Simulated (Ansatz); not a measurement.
Geometry relaxation, with input and output: C₃H₉OPSi (part 4 of 4)

Continued. System: C₃H₉OPSi. Method: RKS revPBE-D4/STO-3G (Ansatz 0.2.0). The run did not end well. It belongs to a series of runs on one base structure; here: end point B relaxed.

Geometry of the input (Å):
```
C  -0.2612  -1.8947  -1.2327
C  0.2078  -0.7618  -0.6685
C  1.4122  -0.8394  0.1773
O  -0.3052  0.4776  -0.9614
Si -0.2560  1.8381  -0.0601
P  -1.5863  1.6548  1.7209
H  0.1395  -2.8351  -1.0894
H  -1.1415  -1.7562  -1.8955
H  1.8665  -1.8372  0.2416
H  2.2297  -0.1755  -0.1664
H  1.2118  -0.5776  1.2508
H  1.1561  2.0704  0.4346
H  -0.7576  3.0434  -0.8480
H  -0.6509  2.0741  2.6963
H  -2.1737  2.9454  1.6193
```

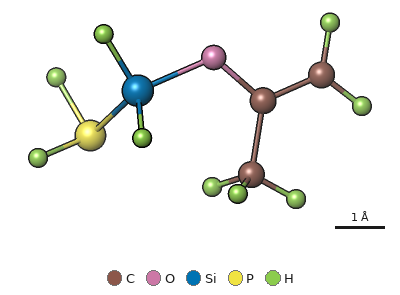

Fig. 1: The geometry at step 40 of the log (ball-and-stick view, seen at a tilt).

## Trajectory as extended XYZ, continued
```
15
Properties=species:S:1:pos:R:3:forces:R:3 step=39 energy=-22204.32459
C    -0.1715   -1.8523   -1.4865   -0.0220  -0.0068   0.0024
C     0.1210   -0.7564   -0.7301    0.0212  -0.0155  -0.0209
C     1.1284   -0.8402    0.4453    0.0312   0.0223  -0.0175
O    -0.5136    0.4684   -1.0683   -0.0234   0.0047   0.0225
Si   -0.1778    1.8534   -0.0509    0.0028   0.0104  -0.0027
P    -0.9024    1.5926    2.0582    0.0079   0.0377   0.0247
H     0.3154   -2.8181   -1.2936   -0.0346  -0.0019   0.0186
H    -0.8977   -1.7992   -2.3115    0.0345   0.0083  -0.0147
H     1.5184   -1.8723    0.5213   -0.0058  -0.0034  -0.0003
H     1.9881   -0.1549    0.2924    0.0077  -0.0062   0.0027
H     0.6457   -0.5763    1.4103   -0.0038   0.0004   0.0015
H     1.2525    2.1667   -0.0539    0.0179  -0.0178   0.0192
H    -0.8691    2.9134   -0.7785   -0.0266   0.0103  -0.0159
H    -0.2390    2.7907    2.4564   -0.0240  -0.0180  -0.0135
H    -2.1071    2.3108    1.8081    0.0169  -0.0247  -0.0060
15
Properties=species:S:1:pos:R:3:forces:R:3 step=40 energy=-22204.32695
C    -0.1866   -1.8487   -1.4800    0.0001   0.0046  -0.0070
C     0.1220   -0.7540   -0.7278   -0.0011  -0.0212  -0.0207
C     1.1402   -0.8438    0.4380    0.0057   0.0140   0.0036
O    -0.5090    0.4746   -1.0603    0.0059   0.0032   0.0139
Si   -0.1645    1.8558   -0.0405    0.0357  -0.0146  -0.0017
P    -0.8847    1.5979    2.0704   -0.0735   0.2011  -0.0292
H     0.2852   -2.8212   -1.2821   -0.0146   0.0103  -0.0015
H    -0.9072   -1.7871   -2.3095    0.0117  -0.0001   0.0178
H     1.5211   -1.8795    0.5120   -0.0047   0.0030   0.0028
H     2.0052   -0.1666    0.2761   -0.0091  -0.0112  -0.0043
H     0.6684   -0.5738    1.4069    0.0091  -0.0014  -0.0008
H     1.2673    2.1629   -0.0413    0.0141  -0.0116   0.0038
H    -0.8544    2.9182   -0.7665   -0.0168   0.0165  -0.0073
H    -0.2871    2.8435    2.4433   -0.0767  -0.1129  -0.0411
H    -2.1246    2.2479    1.7799    0.1142  -0.0798   0.0717
```

## Outcome

- outcome: not converged
- hardware: 1 thread of Arm Neoverse V2, 24 GiB of memory available, shared host
- wall time: 2.2 min
- peak memory: 0.16 GiB

## What went wrong

The run did not converge: “geometry relaxation did not converge after 40 steps: max|allowed force component| = 2.01e-1 eV/Å (threshold 1.5e-2). Raise `relax.max_steps` over both its present limit and 40, loosen `relax.f_tol`, or start from a geometry closer to equilibrium …” Its last values are not results.
